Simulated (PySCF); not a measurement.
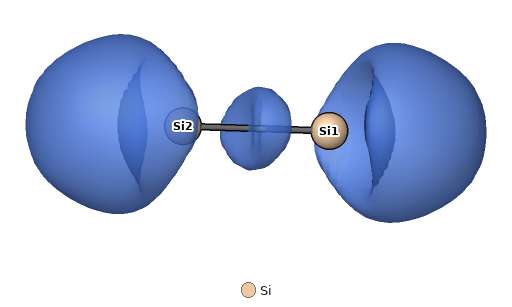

Figure. Si₂ (charge −1, doublet). Isosurface of the electron localisation function at 0.85 (blue), seen from one side. Only the valence region is drawn (cores and ρ < 0.01 e/Å³ removed).

These are results of PySCF 2.14.0, PBE0/def2-SVPD, non-relativistic Hamiltonian with scalar-relativistic core potentials where named, at a bond length of 2.177 Å, not measurements.

> Describe the localisation domains.

The surface consists of one region between bonded Si–Si atoms (shared pairs) and two lobes on Si, pointing away from the bonds (non-bonding electrons). Profiles from the grid: Si–Si (2.18 Å): the ELF peaks at about 0.90 between the atoms (a shared electron pair).
